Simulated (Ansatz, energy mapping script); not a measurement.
## From total energies to J, by hand: CuF2 monolayer

A handful of total energies of CuF2 monolayer fix a spin model. One order is withheld as a test.

Method: LDA with U = 10.5 eV on Cu d, ortho-atomic projectors; plane waves, U on orthogonalised atomic orbitals unless named otherwise, collinear spin, no spin–orbit coupling, in Ansatz 0.2.0.

## 1. The structure

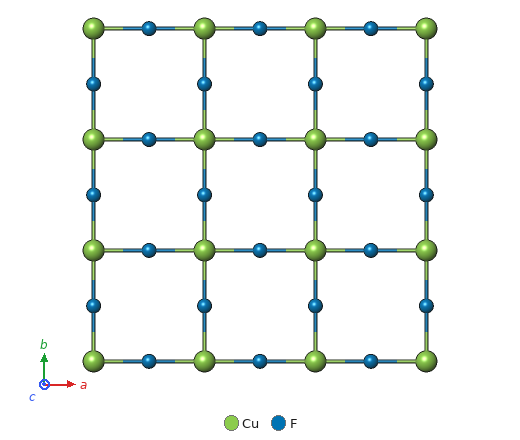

Start, viewed from above; copper green, fluorine blue. 3×3×1 cells are drawn. Some periodic images of atoms are drawn too.

The cell holds 3 atoms: 1 Cu and 2 F. Its edges and angles: a = 3.733 Å, b = 3.733 Å, c = 15.000 Å, α = 90.0°, β = 90.0°, γ = 90.0°. It derives from CuF2. one layer cut from the bulk crystal, unrelaxed, 15 A of vacuum. Vacuum lies along c.

The cell comes from a database of computed structures, and need not be the one that the compound takes in experiment.

## 2. Two of the runs

The parallel order and one order with opposed moments, in one cell and on one mesh:

The input, input.yaml:

```yaml
crystal:
  lattice:
    - [3.732798, 0.0, 0.0]
    - [0.0, 7.465596, 0.0]
    - [0.0, 0.0, 15.0]
  atoms:
    - { symbol: Cu, position: [0.0, 0.0, 0.5], spin: 1.0 }
    - { symbol: Cu, position: [0.0, 0.5, 0.5], spin: 1.0 }
    - { symbol: F, position: [0.5, 0.0, 0.5] }
    - { symbol: F, position: [0.5, 0.5, 0.5] }
    - { symbol: F, position: [0.0, 0.25, 0.5] }
    - { symbol: F, position: [0.0, 0.75, 0.5] }
magnetization:
  spin_polarized: true
kpoints:
  mp_grid: { grid: [9, 5, 1] }
hamiltonian:
  xc: lda
  hubbard:
    sites:
      - { species: Cu, l: d, u_eff: 10.5 }
      - { site: 0, l: d, u_eff: 10.5, starting_ns: [{ spin: up, occupation_matrix: cu1_major }, { spin: down, occupation_matrix: cu1_minor }] }
      - { site: 1, l: d, u_eff: 10.5, starting_ns: [{ spin: up, occupation_matrix: cu1_major }, { spin: down, occupation_matrix: cu1_minor }] }
    projectors: ortho-atomic
    occupation_matrices:
      cu1_major:
        matrix:
          - [0.989, 0.0, 0.0, 0.0, 0.0]
          - [0.0, 0.996, 0.0, 0.0, 0.0]
          - [0.0, 0.0, 0.996, 0.0, 0.0]
          - [0.0, 0.0, 0.0, 0.992, 0.0]
          - [0.0, 0.0, 0.0, 0.0, 0.995]
      cu1_minor:
        matrix:
          - [0.988, 0.0, 0.0, 0.0, 0.0]
          - [0.0, 0.997, 0.0, 0.0, 0.0]
          - [0.0, 0.0, 0.997, 0.0, 0.0]
          - [0.0, 0.0, 0.0, 0.186, 0.0]
          - [0.0, 0.0, 0.0, 0.0, 0.996]
scf:
  occupations: { method: fermi_dirac, width: 0.05 }
output:
  eigenvalues: true
```

Command:

```bash
> ansatz run input.yaml --threads 4 --pin off --max-ram 8192MiB --backend cpu --events-out ev --progress --plain --runs-dir out
```

Numbers of over 12 decimals in the logs are rounded to 6 here.

Output:

```text
Engine: ansatz 0.2.0, aarch64-unknown-linux-gnu
Pseudopotentials: kind: paw
Pseudopotential: Cu, paw, valence charge 19, recommended cutoff 420 eV (normal), Cu.paw.azcp
Pseudopotential: F, paw, valence charge 7, recommended cutoff 420 eV (normal), F.paw.azcp
Functional definition: SPW92
  exchange = slater_x
  correlation = pw_c
Crystal: 6 atoms, lattice volume = 418.013 Å³
Basis set: ecut = 420 eV, 8143 PW (Γ)
[...]
k-point 1 ↑: bands = [... 29 lower, -7.0272, -6.9198, -6.8600, -6.7963, -6.7279, -0.7288, 1.3510, 1.3556, ... 4 higher]
  k-point 2 ↑: bands = [... 29 lower, -7.0077, -7.0025, -6.9627, -6.7761, -6.7500, -0.2104, 0.5343, 1.5689, ... 4 higher]
  k-point 14 ↓: bands = [... 29 lower, -6.7477, -6.3928, -6.2012, -2.0805, -1.5670, 2.2321, 2.5523, 2.6311, ... 4 higher]
Occupation matrices written to <dir>
[key lines of the parts left out:]
SCF converged after 14 iterations
Magnetization: 2.0000 μB (34.0000 up, 32.0000 down)
Free energy (F): -16279.491284 eV
Fermi energy:    -4.489556 eV
```

Run time: 9.2 s. Hardware: 4 threads of Arm Neoverse V2, shared host; peak memory 0.96 GiB; 36 s of CPU time.

Changes to input.yaml since step 2:

```diff
@@ -7,3 +7,3 @@
     - { symbol: Cu, position: [0.0, 0.0, 0.5], spin: 1.0 }
-    - { symbol: Cu, position: [0.0, 0.5, 0.5], spin: 1.0 }
+    - { symbol: Cu, position: [0.0, 0.5, 0.5], spin: -1.0 }
     - { symbol: F, position: [0.5, 0.0, 0.5] }
@@ -22,3 +22,3 @@
       - { site: 0, l: d, u_eff: 10.5, starting_ns: [{ spin: up, occupation_matrix: cu1_major }, { spin: down, occupation_matrix: cu1_minor }] }
-      - { site: 1, l: d, u_eff: 10.5, starting_ns: [{ spin: up, occupation_matrix: cu1_major }, { spin: down, occupation_matrix: cu1_minor }] }
+      - { site: 1, l: d, u_eff: 10.5, starting_ns: [{ spin: up, occupation_matrix: cu1_minor }, { spin: down, occupation_matrix: cu1_major }] }
     projectors: ortho-atomic
```

Output:

```text
[...]
Crystal: 6 atoms, lattice volume = 418.013 Å³
Basis set: ecut = 420 eV, 8143 PW (Γ)
Bands: 41, of which v1, the nominal top of the filled ones, is band 33 counted from 1 (32 counted from 0)
Symmetry: 8 space group operations
[...]
k-points: 15 of 45
[...]
Starting moments: Σ|m| = 2 μB on 2 of 6 sites
[...]
k-point 1 ↑: bands = [... 29 lower, -6.8680, -6.8409, -6.7706, -6.6835, -3.1250, -0.6753, 1.3549, 1.4506, ... 4 higher]
  k-point 2 ↑: bands = [... 29 lower, -6.9766, -6.9243, -6.7457, -6.7110, -3.0966, -0.1506, 0.6149, 1.5739, ... 4 higher]
  k-point 14 ↓: bands = [... 29 lower, -6.7661, -6.6035, -6.4289, -6.2405, -1.9098, 2.1621, 2.5509, 2.6316, ... 4 higher]
Occupation matrices written to <dir>
[key lines of the parts left out:]
SCF converged after 16 iterations
Magnetization: 0.0000 μB (33.0000 up, 33.0000 down)
Free energy (F): -16279.576075 eV
Fermi energy:    -4.594604 eV
```

The job ended after 6.5 s (4 threads; peak memory 0.96 GiB).

At zero occupation width the energies are -16279.49128 and -16279.57608 eV for 2 Cu atoms, so ΔE = 1000 × (-16279.57608 − (-16279.49128)) / 2 = -42.40 meV a magnetic atom.

## 3. The orders used, and who is opposed

Each order is measured in this way from the parallel run of its own cell. n counts, for a mean magnetic atom, the neighbours of each shell whose moment is opposed.

| order | ΔE (meV) | n at 3.73 Å (of 4) | n at 5.28 Å (of 4) | n at 7.47 Å (of 4) |
| --- | --- | --- | --- | --- |
| compensated +− in cell A | -42.40 | 2 | 4 | 0 |
| compensated +− in cell B | -78.75 | 4 | 0 | 0 |
| uncompensated ++− in cell C | -54.90 | 2.67 | 1.33 | 2.67 |
| uncompensated ++− in cell D | ? | 1.33 | 2.67 | 1.33 |

Wanted: the couplings, and ΔE of the order “uncompensated ++− in cell D”.

## 4. The equations

With E = −Σ J e·e over ordered pairs of unit vectors, an atom's energy is −Σ J (z − 2n), since each opposed neighbour turns +1 into −1. Against the parallel order, ΔE = 2 Σ n J:

- 4 J₁ + 8 J₂ = -42.40
- 8 J₁ = -78.75
- 5.34 J₁ + 2.66 J₂ + 5.34 J₃ = -54.90

Cramer's rule: the determinant of the left side is D = -341.8; with the column of each J replaced by the energies it is D₁ = 3364, D₂ = 129.2 and D₃ = 85.03. So J₁ = -9.84 meV, J₂ = -0.378 meV and J₃ = -0.249 meV.

## 5. The order left out

ΔE = 2.66 × (-9.84) + 5.34 × (-0.378) + 2.66 × (-0.249) = -28.87 meV.

## 6. Mean-field temperature

In the lowest order (compensated +− in cell B) a spin feels the field h = 2 J₀ m with J₀ = Σ J (z − 2n) = (-9.84) × (-4) + (-0.378) × (4) + (-0.249) × (4) = 36.87 meV. For classical unit spins m ≈ h/3k_BT near the transition, so k_BT = 2 J₀/3 and T = 2 × 36.87 / (3 × 0.08617) = 285 K.

## 7. Results

| Quantity | Value |
| --- | --- |
| J₁, Cu–Cu at 3.73 Å | -9.84 meV |
| J₂, Cu–Cu at 5.28 Å | -0.378 meV |
| J₃, Cu–Cu at 7.47 Å | -0.249 meV |
| ΔE predicted for the withheld order | -28.9 meV |
| ΔE of the withheld run | -28.6 meV |
| mean-field temperature by hand | 285 K |

What this shows: The hand solution predicts -28.87 meV and the withheld run gave -28.60 meV, a miss of 0.27 meV on a scale of 78.8 meV, so these shells carry the energies well. A least-squares fit to all 4 orders gives -9.85, -0.360 and -0.242 meV. The least-squares couplings give 286 K in mean field. These couplings act within layers or chains, so the value is a scale of energy and no ordering temperature. This set was picked because its moments stay put and its equations are well conditioned; many sets are less well behaved. Shells left out of the hand model add to these values wherever the orders used reverse them, so each J is partly a sum. A fit with one more shell, at 8.35 Å, gives -9.9, -0.38, -0.22 and 0.045 meV and 286 K in mean field.

[Logs and program files are shortened in this print: banners, set-up blocks, solver, clock and traceback lines can be left out without a mark of their own.]

[Logs are printed without paths, hosts, clocks, repeated set-up lines and the standing remarks that a program may print on its own settings, such as how far it seeks lower states.]

[Hosts, paths, dates, database ids (printed as entryN), source tags and the programs' standing remarks are cut or masked in the printed files.]

[Where a cell is said to come from a database of computed structures, the database is the Materials Project.]
